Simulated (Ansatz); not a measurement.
# CF+ (quintet): one geometry, many settings

Aim: run CF+ (quintet) at one geometry under a spread of methods and options, and see what each costs and gives.

Method: the settings change from run to run; program: Ansatz 0.2.0, Gaussian basis.

13 further runs of the same task are left out: 6 that didn't finish, 7 set aside as unsound or not needed. Runs told in other sessions of the task aren't counted.

### Step 1. The geometry

The geometry is a PBE0/def2-TZVP stationary point (not a proven minimum) of the parent state, kept for this charge and spin.

2 atoms, charge 1, spin multiplicity 5.

Atoms are counted from 1 here; the program's logs count them from 0.

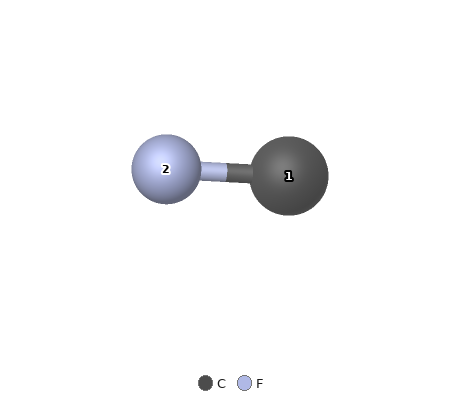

The structure; carbon dark grey, fluorine light blue; atoms are numbered from 1 in the order of the file.

### Step 2. CASSCF(6,5)/def2-mTZVP

File in.yaml:

```yaml
crystal:
  periodic: [false, false, false]
  atoms:
    - {symbol: C, position_ang: [0.000000, 0.000000, 0.000000]}
    - {symbol: F, position_ang: [0.000000, 0.000000, 1.315900]}
basis:
  gaussian: {orbitals: def2-mTZVP}
total_charge: 1
magnetization: {spin_polarized: false, initial_magnetization: 4}
correlation: {active_space: {window: {electrons: 6, orbitals: 5}}}
```

Launch:

```sh
$ ansatz run in.yaml --threads 1 --pin off --events-out ev --progress --plain --max-ram 2393MiB
```

What it wrote:

```text
Functional definition: HF
  name "HF"
  cite "Fock, Z. Phys. 61, 126 (1930) doi:10.1007/BF01340294"
  parent pbe
  exchange = exact_x
  correlation = 0
321 factors; integrals over basis functions are off by at most 1.7e-3 eV
mean field evaluation 1: about -3715.3550 eV, gradient 1.5e1 eV
mean field evaluation 2: about -3715.3679 eV, gradient 1.5e1 eV
mean field evaluation 4: about -3716.8454 eV, gradient 1.5e0 eV
mean field evaluation 8: about -3716.8525 eV, gradient 1.1e-1 eV
mean field evaluation 16: about -3716.8525 eV, gradient 2.0e-3 eV
mean field -3716.85249268 eV, -136.5918097329 hartree, gradient 6.3e-6 eV, S^2 6.000000; 2 other end points of the search recorded, 0 dependent functions left out
reference -3716.85249268 eV, -136.5918097329 hartree; 9, 5 occupied and 29, 33 virtual orbitals, 321 factors
state -3716.85249268 eV, -136.5918097329 hartree
Total energy: -3716.85249268 eV, -136.5918097329 hartree
```

Wall time 0.45 s (1 thread of Arm Neoverse V1, shared host).

From the report: 5 determinants; active occupations 2.00, 1.00, 1.00, 1.00, 1.00. With so small a space the active step adds no correlation: the energy is the mean field's.

### Step 3. MP2 on ROHF/6-31G

File in.yaml:

```yaml
crystal:
  periodic: [false, false, false]
  atoms:
    - {symbol: C, position_ang: [0.000000, 0.000000, 0.000000]}
    - {symbol: F, position_ang: [0.000000, 0.000000, 1.315900]}
basis:
  gaussian: {orbitals: 6-31G}
total_charge: 1
magnetization: {spin_polarized: false, initial_magnetization: 4}
correlation: {method: mp2, electrons: all}
```

The command is unchanged.

What it wrote:

```text
Functional definition: HF
  name "HF"
  cite "Fock, Z. Phys. 61, 126 (1930) doi:10.1007/BF01340294"
  parent pbe
  exchange = exact_x
  correlation = 0
202 factors; integrals over basis functions are off by at most 1.7e-4 eV
mean field evaluation 1: about -3713.1339 eV, gradient 1.2e1 eV
mean field evaluation 2: about -3713.1519 eV, gradient 1.2e1 eV
mean field evaluation 4: about -3714.4086 eV, gradient 8.0e-1 eV
mean field evaluation 8: about -3714.4121 eV, gradient 1.7e-5 eV
mean field evaluation 16: about -3714.4116 eV, gradient 1.8e-3 eV
mean field -3714.41205393 eV, -136.5021252631 hartree, gradient 2.3e-6 eV, S^2 6.000000; 2 other end points of the search recorded, 0 dependent functions left out
mean field evaluation 32: about -3714.4705 eV, gradient 1.0e-3 eV
reference -3714.41205393 eV, -136.5021252631 hartree; 9, 5 occupied and 9, 13 virtual orbitals, 202 factors
second order -2.62876033 eV of doubles, -0.03894183 eV of singles
Total energy: -3717.07975608 eV, -136.6001615090 hartree
```

Run time: 0.12 s. Hardware: 1 thread of Arm Neoverse V1, shared host.

### Step 4. NEVPT4(SD)(4,5)/6-31G

File in.yaml:

```yaml
crystal:
  periodic: [false, false, false]
  atoms:
    - {symbol: C, position_ang: [0.000000, 0.000000, 0.000000]}
    - {symbol: F, position_ang: [0.000000, 0.000000, 1.315900]}
basis:
  gaussian: {orbitals: 6-31G, point_charges: [{charge: 0.50, position_ang: [3.807, 0.099, 0.541]}]}
total_charge: 1
magnetization: {spin_polarized: false, initial_magnetization: 4}
correlation: {method: fic_nevpt4_sd, electrons: all, active_space: {window: {electrons: 4, orbitals: 5}, states: [{multiplicity: 5, weights: [0.5, 1]}], root: 1}}
```

Same command.

What it wrote (excerpt; [...] marks lines left out):

```text
Functional definition: HF
  name "HF"
  cite "Fock, Z. Phys. 61, 126 (1930) doi:10.1007/BF01340294"
  parent pbe
[...]
344 factors; integrals over basis functions are off by at most 4.3e-8 eV
[...]
mean field -3712.56549639 eV, -136.4342655252 hartree, gradient 2.1e-6 eV, S^2 6.000000; 5 other end points of the search recorded, 0 dependent functions left out
reference -3712.56549639 eV, -136.4342655252 hartree; 9, 5 occupied and 9, 13 virtual orbitals, 344 factors
state -3712.38146421 eV, -136.4275024673 hartree
state -3705.12864178 eV, -136.1609661591 hartree
state -3712.38146421 eV, -136.4275024673 hartree; corrected -3715.46158692 eV, -136.5406948890 hartree
state -3705.12864178 eV, -136.1609661591 hartree; corrected -3708.18063991 eV, -136.2731250215 hartree
Total energy: -3708.18063991 eV, -136.2731250215 hartree
```

Wall time 0.72 s (1 thread of Arm Neoverse V1, shared host).

From the report: 5 determinants; active occupations (of the averaged states) 1.00, 1.00, 1.00, 0.67, 0.33.

### Step 5. CCSDT(Q) on UHF/6-31G

File in.yaml:

```yaml
crystal:
  periodic: [false, false, false]
  atoms:
    - {symbol: C, position_ang: [0.000000, 0.000000, 0.000000]}
    - {symbol: F, position_ang: [0.000000, 0.000000, 1.315900]}
basis:
  gaussian: {orbitals: 6-31G, fitting: {mean_field: def2-universal-jkfit}}
total_charge: 1
magnetization: {spin_polarized: true, initial_magnetization: 4}
correlation: {method: ccsdt_q, electrons: outside_noble_gas}
accuracy: high
scf: {omitted_lower_state_checks: [cluster_reference]}
output: {forces: true}
```

The command is unchanged.

What it wrote (excerpt; [...] marks lines left out):

```text
Functional definition: HF
  name "HF"
  cite "Fock, Z. Phys. 61, 126 (1930) doi:10.1007/BF01340294"
  parent pbe
[...]
152 factors; integrals over basis functions are off by at most 3.9e-3 eV
[...]
mean field -3714.46975684 eV, -136.5042458058 hartree, gradient 1.4e-8 eV, S^2 6.002884; 2 other end points of the search recorded, 0 dependent functions left out
2 core orbitals not correlated: weight in the atoms' cores, before any rotation towards them, 1.000 or more for the frozen orbitals, at most 0.000 for the correlated occupied ones
reference -3714.46975684 eV, -136.5042458058 hartree; 7, 3 occupied and 9, 13 virtual orbitals, 152 factors
second order -2.56996612 eV of doubles, -0.00000000 eV of singles
cycle   1  -2.74262675 eV  change   -1.7e-1 eV  update   3.9e-2
[...]
cycle  22  -2.90551395 eV  change  -5.6e-10 eV  update  8.2e-10
perturbative correction -0.00144839 eV, -0.0000532274 hartree
[...]
Total energy: -3717.37671917 eV, -136.6110747012 hartree
Atom 0 at     0.000000     0.000000     0.000000 Å, force    -0.000000    -0.000000   -11.614595 eV/Å
Atom 1 at     0.000000     0.000000     1.315900 Å, force     0.000000     0.000000    11.614595 eV/Å
Dipole moment:     0.000000    -0.000000    -0.133584 e Å
Checks for a lower state left out: cluster_reference
```

Wall time 11 s (1 thread of Arm Neoverse V1, shared host).

From the report: ⟨S²⟩ of the determinant 6.003 (pure quintet: 6.00); correlation -2.9070 eV; T1 0.008; largest double amplitude 0.04.

### Step 6. BCCD(T) on UHF/def2-mTZVP

File in.yaml:

```yaml
crystal:
  periodic: [false, false, false]
  atoms:
    - {symbol: C, position_ang: [0.000000, 0.000000, 0.000000]}
    - {symbol: F, position_ang: [0.000000, 0.000000, 1.315900]}
basis:
  gaussian: {orbitals: def2-mTZVP}
total_charge: 1
magnetization: {spin_polarized: true, initial_magnetization: 4}
hamiltonian: {pseudopotentials: {relativity: scalar}}
correlation: {method: bccd_t, electrons: valence, diis_vectors: 4}
```

The command is unchanged.

What it wrote (excerpt; [...] marks lines left out):

```text
Functional definition: HF
  name "HF"
  cite "Fock, Z. Phys. 61, 126 (1930) doi:10.1007/BF01340294"
  parent pbe
[...]
321 factors; integrals over basis functions are off by at most 1.7e-3 eV
[...]
mean field -3719.61107792 eV, -136.6931858705 hartree, gradient 4.1e-6 eV, S^2 6.004838; 2 other end points of the search recorded, 0 dependent functions left out
2 core orbitals not correlated: weight in the atoms' cores, before any rotation towards them, 1.000 or more for the frozen orbitals, at most 0.000 for the correlated occupied ones
reference -3719.61107792 eV, -136.6931858705 hartree; 7, 3 occupied and 29, 33 virtual orbitals, 321 factors
second order -4.70115373 eV of doubles, -0.00000000 eV of singles
cycle   1  -5.01571445 eV  change   -3.1e-1 eV  update   4.3e-2
[...]
cycle  10  -5.16528825 eV  change    7.1e-6 eV  update   6.7e-6
perturbative correction -0.10442011 eV, -0.0038373682 hartree
Total energy: -3724.88078627 eV, -136.8868440806 hartree
Relativity: scalar
```

It took 1.1 s on 1 thread of Arm Neoverse V1, shared host.

From the report: ⟨S²⟩ of the determinant 6.005 (pure quintet: 6.00); correlation -5.2697 eV; largest double amplitude 0.02.

### Step 7. CASSCF(8,8)/6-31G

File in.yaml:

```yaml
crystal:
  periodic: [false, false, false]
  atoms:
    - {symbol: C, position_ang: [0.000000, 0.000000, 0.000000]}
    - {symbol: F, position_ang: [0.000000, 0.000000, 1.315900]}
basis:
  gaussian: {orbitals: 6-31G, point_charges: [{charge: -0.50, position_ang: [4.390, 0.776, 0.197]}]}
total_charge: 1
magnetization: {spin_polarized: false, initial_magnetization: 4}
correlation: {active_space: {window: {electrons: 8, orbitals: 8}}}
```

The command is unchanged.

What it wrote:

```text
Functional definition: HF
  name "HF"
  cite "Fock, Z. Phys. 61, 126 (1930) doi:10.1007/BF01340294"
  parent pbe
  exchange = exact_x
  correlation = 0
202 factors; integrals over basis functions are off by at most 1.7e-4 eV
mean field evaluation 1: about -3714.7190 eV, gradient 1.2e1 eV
mean field evaluation 2: about -3714.7370 eV, gradient 1.2e1 eV
mean field evaluation 4: about -3715.9954 eV, gradient 8.0e-1 eV
mean field evaluation 8: about -3715.9988 eV, gradient 1.7e-2 eV
mean field evaluation 16: about -3716.0136 eV, gradient 1.4e-1 eV
mean field evaluation 32: about -3715.9934 eV, gradient 1.8e0 eV
mean field evaluation 64: about -3716.0139 eV, gradient 7.4e-3 eV
mean field -3716.01393898 eV, -136.5609934528 hartree, gradient 4.2e-6 eV, S^2 6.000000; 5 other end points of the search recorded, 0 dependent functions left out
reference -3716.01393898 eV, -136.5609934528 hartree; 9, 5 occupied and 9, 13 virtual orbitals, 202 factors
state -3717.30259614 eV, -136.6083507298 hartree
Total energy: -3717.30259614 eV, -136.6083507298 hartree
```

Run time: 3.5 s. Hardware: 1 thread of Arm Neoverse V1, shared host.

From the report: 784 determinants; active occupations 1.99, 1.98, 1.00, 1.00, 1.00, 1.00, 0.02, 0.01.

### Step 8. CASSCF(4,8)/6-31G

File in.yaml:

```yaml
crystal:
  periodic: [false, false, false]
  atoms:
    - {symbol: C, position_ang: [0.000000, 0.000000, 0.000000]}
    - {symbol: F, position_ang: [0.000000, 0.000000, 1.315900]}
basis:
  gaussian: {orbitals: 6-31G}
total_charge: 1
magnetization: {spin_polarized: false, initial_magnetization: 4}
correlation: {active_space: {window: {electrons: 4, orbitals: 8}}}
accuracy: high
```

The command is unchanged.

What it wrote:

```text
Functional definition: HF
  name "HF"
  cite "Fock, Z. Phys. 61, 126 (1930) doi:10.1007/BF01340294"
  parent pbe
  exchange = exact_x
  correlation = 0
355 factors; integrals over basis functions are off by at most 3.6e-9 eV
mean field evaluation 1: about -3713.1339 eV, gradient 1.2e1 eV
mean field evaluation 2: about -3713.1522 eV, gradient 1.2e1 eV
mean field evaluation 4: about -3714.4090 eV, gradient 8.0e-1 eV
mean field evaluation 8: about -3714.4124 eV, gradient 1.7e-5 eV
mean field evaluation 16: about -3713.9739 eV, gradient 8.1e0 eV
mean field -3714.41240393 eV, -136.5021381254 hartree, gradient 2.6e-8 eV, S^2 6.000000; 2 other end points of the search recorded, 0 dependent functions left out
reference -3714.41240393 eV, -136.5021381254 hartree; 9, 5 occupied and 9, 13 virtual orbitals, 355 factors
state -3714.54933177 eV, -136.5071701305 hartree
Total energy: -3714.54933177 eV, -136.5071701305 hartree
```

It took 0.87 s on 1 thread of Arm Neoverse V1, shared host.

From the report: 70 determinants; active occupations 1.00, 1.00, 1.00, 1.00, 0.00, 0.00, 0.00, 0.00.

### Step 9. HF (UHF)/6-31G

File in.yaml:

```yaml
crystal:
  periodic: [false, false, false]
  atoms:
    - {symbol: C, position_ang: [0.000000, 0.000000, 0.000000]}
    - {symbol: F, position_ang: [0.000000, 0.000000, 1.315900]}
basis:
  gaussian: {orbitals: 6-31G}
total_charge: 1
magnetization: {spin_polarized: true, initial_magnetization: 4}
hamiltonian: {xc: hf, pseudopotentials: {relativity: scalar}}
scf: {lower_state_search: light}
output: {orbitals: {seedname: orbitals}}
```

Same command.

What it wrote:

```text
Functional definition: HF
  name "HF"
  cite "Fock, Z. Phys. 61, 126 (1930) doi:10.1007/BF01340294"
  parent pbe
  exchange = exact_x
  correlation = 0
202 factors; integrals over basis functions are off by at most 1.7e-4 eV
mean field evaluation 1: about -3715.5385 eV, gradient 1.1e1 eV
mean field evaluation 2: about -3715.5734 eV, gradient 1.1e1 eV
mean field evaluation 4: about -3717.0160 eV, gradient 1.8e0 eV
mean field evaluation 8: about -3717.0691 eV, gradient 1.0e-3 eV
mean field evaluation 16: about -3717.0691 eV, gradient 2.9e-5 eV
mean field -3717.06905620 eV, -136.5997682955 hartree, gradient 2.9e-5 eV, S^2 6.002882; 0 other end points of the search recorded, 0 dependent functions left out
reference -3717.06905620 eV, -136.5997682955 hartree; 9, 5 occupied and 9, 13 virtual orbitals, 202 factors
Total energy: -3717.06905620 eV, -136.5997682955 hartree
Relativity: scalar
```

Wall time 0.09 s (1 thread of Arm Neoverse V1, shared host).

From the report: ⟨S²⟩ of the determinant 6.003 (pure quintet: 6.00).

### Step 10. CCSDT(Q)/B/6-31G

File in.yaml:

```yaml
crystal:
  periodic: [false, false, false]
  atoms:
    - {symbol: C, position_ang: [0.000000, 0.000000, 0.000000]}
    - {symbol: F, position_ang: [0.000000, 0.000000, 1.315900]}
basis:
  gaussian: {orbitals: 6-31G}
total_charge: 1
magnetization: {spin_polarized: false, initial_magnetization: 4}
hamiltonian: {xc: {name: B3LYP}, pseudopotentials: {relativity: none}}
correlation: {method: ccsdt_q_b, electrons: all}
accuracy: high
output: {forces: true}
```

Same command.

What it wrote (excerpt; [...] marks lines left out):

```text
Functional definition: B3LYP
  name "B3LYP"
  cite "Stephens, Devlin, Chabalowski & Frisch, J. Phys. Chem. 98, 11623 (1994) doi:10.1021/j100096a001"
  cite "Becke, Phys. Rev. A 38, 3098 (1988) doi:10.1103/PhysRevA.38.3098"
  cite "Lee, Yang & Parr, Phys. Rev. B 37, 785 (1988) doi:10.1103/PhysRevB.37.785"
  cite "Vosko, Wilk & Nusair, Can. J. Phys. 58, 1200 (1980) doi:10.1139/p80-159"
[...]
355 factors; integrals over basis functions are off by at most 3.6e-9 eV
[...]
mean field -3727.43153890 eV, -136.9805825107 hartree, gradient 7.1e-9 eV, S^2 6.000000; 0 other end points of the search recorded, 0 dependent functions left out
[...]
reference -3714.22393825 eV, -136.4952121392 hartree; 9, 5 occupied and 9, 13 virtual orbitals, 355 factors
second order -2.75354983 eV of doubles, -0.19459586 eV of singles
cycle   1  -3.03981064 eV  change   -9.4e-2 eV  update   3.9e-2
[...]
cycle  22  -3.20012920 eV  change  -3.4e-10 eV  update  9.5e-10
perturbative correction -0.00196945 eV, -0.0000723760 hartree
[...]
Total energy: -3717.42603690 eV, -136.6128870941 hartree
Atom 0 at     0.000000     0.000000     0.000000 Å, force     0.000000    -0.000000   -11.608290 eV/Å
Atom 1 at     0.000000     0.000000     1.315900 Å, force    -0.000000     0.000000    11.608290 eV/Å
Dipole moment:    -0.000000     0.000000    -0.133479 e Å
```

Wall time 34 s (1 thread of Arm Neoverse V1, shared host); peak memory 0.49 GiB.

From the report: correlation -3.2021 eV; T1 0.011; largest double amplitude 0.04. The orbitals are Kohn-Sham ones, so correlation energy and T1 don't compare with those on Hartree-Fock orbitals.

### Step 11. The runs in one table

Where basis and cores are those of an earlier FCI/6-31G run (-3717.3764 eV), and the records show the same count of frozen orbitals and kind of state, the miss against it is given; a blank cell means that this couldn't be shown.

```csv
level,correlated,functions,energy (eV),from FCI (meV),time
"CASSCF(6,5)/def2-mTZVP",,38,-3716.8525,,0.45 s
MP2 on ROHF/6-31G,all,18,-3717.0798,,0.12 s
"NEVPT4(SD)(4,5)/6-31G (excited root 1 of an average, beside a point charge)",all,18,-3708.1806,,0.72 s
CCSDT(Q) on UHF/6-31G,outside noble gas,18,-3717.3767,-0.3,11 s
BCCD(T) on UHF/def2-mTZVP (relativity set),valence,38,-3724.8808,,1.1 s
"CASSCF(8,8)/6-31G (beside a point charge)",,18,-3717.3026,,3.5 s
"CASSCF(4,8)/6-31G",,18,-3714.5493,2827.1,0.87 s
HF (UHF)/6-31G (relativity set),,18,-3717.0691,,0.09 s
CCSDT(Q)/B/6-31G (on B3LYP orbitals),all,18,-3717.4260,,34 s
```

### Step 12. What came out

```
quantity                                       value
    runs                                           9
quickest     HF (UHF)/6-31G (relativity set), 0.09 s
 slowest  CCSDT(Q)/B/6-31G (on B3LYP orbitals), 34 s
```

In words: Total energies in different bases, with other cores or another treatment of relativity can't be set against each other. CCSDT(Q)/B/6-31G (on B3LYP orbitals) took 373 times as long as HF (UHF)/6-31G (relativity set); the jobs differ in more than the method. Hartree-Fock, CASSCF and CASCI lack dynamic correlation by design.
